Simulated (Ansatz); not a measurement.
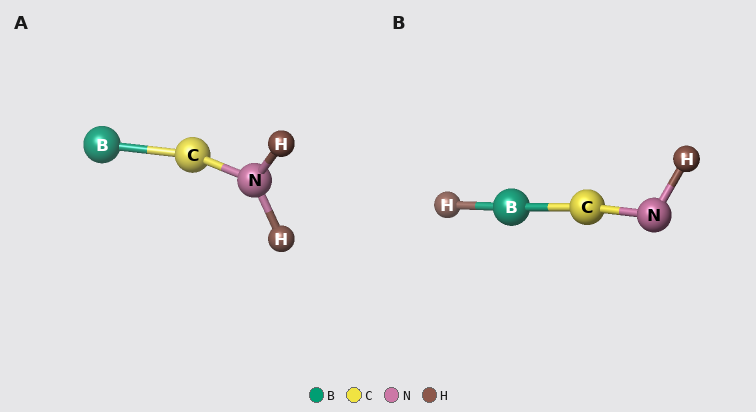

2 stationary structures of one formula. Geometries: PBE0-D4/def2-TZVP. Electronic energies: RHF-CCSD(T) (frozen core)/def2-TZVPP (Ansatz 0.2.0), without zero-point energy. No frequency run is at hand to confirm each as a minimum.

> Which structure is the most stable?

B is lowest; A lies 2.003 eV above it.

Give E(B) − E(A) in eV at these levels too: B3LYP-D4/def2-TZVPP; PBE0-D4/def2-TZVP; RHF-CCSD(T) (frozen core)/def2-TZVPP; r2SCAN-D4/def2-TZVPP; PBE-D4/def2-TZVPP; PBE0-D4/def2-TZVPP; ωB97M-V/def2-TZVPP.

```tsv
level	E(B) − E(A) (eV)
B3LYP-D4/def2-TZVPP	−2.154
PBE0-D4/def2-TZVP	−2.111
RHF-CCSD(T) (frozen core)/def2-TZVPP	−2.003
r2SCAN-D4/def2-TZVPP	−2.144
PBE-D4/def2-TZVPP	−2.063
PBE0-D4/def2-TZVPP	−2.099
ωB97M-V/def2-TZVPP	−2.074
```
